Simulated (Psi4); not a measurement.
# NBrO (nitrosyl bromide): OMP2/def2-TZVP (density fitting for correlation)

Aim: the vertical singlet–triplet gap of NBrO (nitrosyl bromide) at OMP2/def2-TZVP (density fitting for correlation), from 2 runs. 

The calculation is run with Psi4 1.11.

1 further run of the same task is left out (it didn't finish).

### 1 The system as given

The species is NBrO (3 atoms), meant as a singlet with charge 0. As SMILES, `O=NBr`. Geometry: relaxed at PBE0-D4/def2-TZVP.

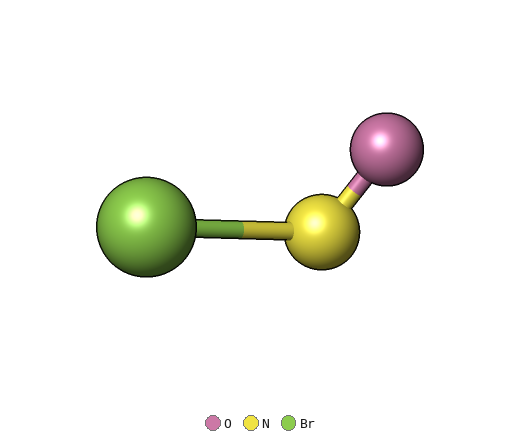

The structure, seen from a chosen angle (oxygen pink, nitrogen yellow, bromine green).

### 2 A single-point energy at OMP2/def2-TZVP (density fitting for correlation)

job.in

```
memory 1.6 GB

molecule system {
  0 1
  O
  N 1 r2
  Br 2 r3 1 a3

  r2 = 1.125567
  r3 = 2.116649
  a3 = 114.88754
  symmetry c1
  no_reorient
  no_com
}

set {
  puream true
  e_convergence 1e-09
  d_convergence 1e-08
  scf_type pk
  num_frozen_docc 11
}

e_tot, wfn = energy('omp2/def2-TZVP', return_wfn=True)
print_variables()
```

On the command line:

```
$ psi4 -i job.in -o job.out -n 1
```

job.out, shortened:

```text
[...]
  Running in c1 symmetry.
[...]
  Nuclear repulsion =  140.795789372551837
[...]
  Multiplicity = 1
[...]
  Nalpha       = 25
  Nbeta        = 25
[...]
    Number of basis functions: 110
[...]
   @RHF iter   1: -2701.35082494881499   -2.07836e+00   1.18499e-02 ADIIS/DIIS
[...]
   @RHF iter  14: -2701.67724373275860   -2.27374e-11   8.40776e-09 DIIS
[...]
    Orbital Energies [Eh]
    ---------------------
    Doubly Occupied:
       1A   -490.013940     2A    -65.156253     3A    -58.511401
       4A    -58.510009     5A    -58.509886     6A    -20.756932
       7A    -15.845546     8A     -9.829299     9A     -7.440728
      10A     -7.434682    11A     -7.434185    12A     -3.183069
      13A     -3.180426    14A     -3.179771    15A     -3.172194
      16A     -3.172179    17A     -1.694820    18A     -1.046986
      19A     -0.946718    20A     -0.775613    21A     -0.759943
      22A     -0.732921    23A     -0.416815    24A     -0.416492
      25A     -0.400641
[...]
  @RHF Final Energy: -2701.67724373275860
   => Energetics <=
    Nuclear Repulsion Energy =            140.7957893725518375
    One-Electron Energy =               -4039.9031703450564237
    Two-Electron Energy =                1197.4301372397458181
    Total Energy =                      -2701.6772437327585976
[...]
 Multipole Moments:
 ------------------------------------------------------------------------------------
     Multipole            Electronic (a.u.)      Nuclear  (a.u.)        Total (a.u.)
 ------------------------------------------------------------------------------------
 L = 1.  Multiply by 2.5417464519 to convert [e a0] to [Debye]
 Dipole X            :          3.7679386           -4.4589291           -0.6909905
 Dipole Y            :         -3.0339301            3.4665597            0.4326296
 Dipole Z            :          0.0000000            0.0000000            0.0000000
 Magnitude           :                                                    0.8152523
[...]
	Warning: cc_lambda option is changed to TRUE
	For this residual convergence, default PCG convergence is:     1.00e-07
[...]
	DF-MP2 Total Energy (a.u.)         : -2702.39401967339018
[...]
	DF-MP2 Total Energy (a.u.)         : -2702.41765788132034
[...]
	DF-OMP2 Total Energy (a.u.)        : -2702.41765788115799
[...]
```

It took 33 s on 1 thread of Intel Xeon 6975P-C (Granite Rapids), shared host; peak memory 0.5 GiB.

### 3 The triplet at the same level

job.py

```python
import psi4

psi4.set_memory(1600000000)
psi4.set_num_threads(1)
psi4.core.set_output_file('psi4.out', False)

mol = psi4.geometry("""
0 3
O      0.941780    -0.646800     0.448530
N     -0.044940    -0.636480    -0.092930
Br    -0.896840     1.283280    -0.355590
symmetry c1
""")

psi4.set_options({
    'basis': 'def2-TZVP',
    'reference': 'uhf',
    'puream': True,
    'e_convergence': 1e-09,
    'd_convergence': 1e-08,
    'scf_type': 'pk',
    'num_frozen_docc': 11,
    'maxiter': 100,
})

e_tot, wfn = psi4.energy('omp2', return_wfn=True)
print(f'total energy {e_tot:.8f} hartree = {e_tot * 27.211386:.5f} eV')
```

On the command line:

```
$ python job.py
```

psi4.out, shortened:

```text
[...]
  Running in c1 symmetry.
[...]
  Nuclear repulsion =  140.795785520346357
[...]
  Multiplicity = 3
[...]
  Nalpha       = 26
  Nbeta        = 24
[...]
    Number of basis functions: 110
[...]
   @UHF iter   1: -2701.38992445742906   -2.11746e+00   1.11399e-02 ADIIS/DIIS
[...]
   @UHF iter  22: -2701.66369323184881   -2.72848e-12   7.84612e-09 DIIS
[...]
   @S^2 Observed:                2.103554165E+00
[...]
  @UHF Final Energy: -2701.66369323184881
   => Energetics <=
    Nuclear Repulsion Energy =            140.7957855203463566
    One-Electron Energy =               -4039.3680851869621620
    Two-Electron Energy =                1196.9086064347668525
    Total Energy =                      -2701.6636932318488107
  UHF NO Occupations:
  HONO-2 :   24  A 1.9582996
  HONO-1 :   25  A 1.0000000
[...]
 Multipole Moments:
 ------------------------------------------------------------------------------------
     Multipole            Electronic (a.u.)      Nuclear  (a.u.)        Total (a.u.)
 ------------------------------------------------------------------------------------
 L = 1.  Multiply by 2.5417464519 to convert [e a0] to [Debye]
 Dipole X            :         -3.4261114            3.4253501           -0.0007613
 Dipole Y            :          4.4355690           -4.4906636           -0.0550946
 Dipole Z            :          0.0000000           -0.0000000            0.0000000
 Magnitude           :                                                    0.0550999
[...]
	Warning: cc_lambda option is changed to TRUE
	For this residual convergence, default PCG convergence is:     1.00e-07
[...]
	DF-SCS-MP2 Total Energy (a.u.)     : -2702.28131687070481
	DF-SOS-MP2 Total Energy (a.u.)     : -2702.26560790079384
[...]
	DF-SCS-OMP2 Total Energy (a.u.)    : -2702.30106385859835
	DF-SOS-OMP2 Total Energy (a.u.)    : -2702.23442884512951
	DF-SCS(N)-OMP2 Total Energy (a.u.) : -2701.99604546743876
[...]
	DF-OMP2 Total Energy (a.u.)        : -2702.33596451088260
[...]
```

On the terminal:

```text
total energy -2702.33596451 hartree = -73534.30703 eV
```

Run time: 89 s. Hardware: 1 thread of Intel Xeon 6975P-C (Granite Rapids), shared host; peak memory 0.5 GiB.

### 4 Summary of results

At OMP2/def2-TZVP (density fitting for correlation), 11 core orbitals frozen:

```
                                                           quantity           value
                                              singlet: total energy  -2702.41766 Eh
                       singlet: HOMO energy (Hartree–Fock orbitals)       -10.90 eV
                       singlet: LUMO energy (Hartree–Fock orbitals)         1.09 eV
                     singlet: HOMO–LUMO gap (Hartree–Fock orbitals)        11.99 eV
              singlet: correlation energy (11 core orbitals frozen)      -740.4 mEh
                                              triplet: total energy  -2702.33596 Eh
triplet: HOMO energy (Hartree–Fock orbitals) (highest over α and β)       -11.17 eV
 triplet: LUMO energy (Hartree–Fock orbitals) (lowest over α and β)        -0.66 eV
              triplet: correlation energy (11 core orbitals frozen)      -672.3 mEh
                         triplet: ⟨S²⟩ of the reference determinant           2.104
                   vertical energy of the triplet above the singlet        2.223 eV
```

What this shows: At this shape the triplet lies 2.22 eV (51 kcal/mol) above the singlet. ⟨S²⟩ (triplet) is 2.10 where a pure triplet has 2.00: the reference is spin-contaminated.
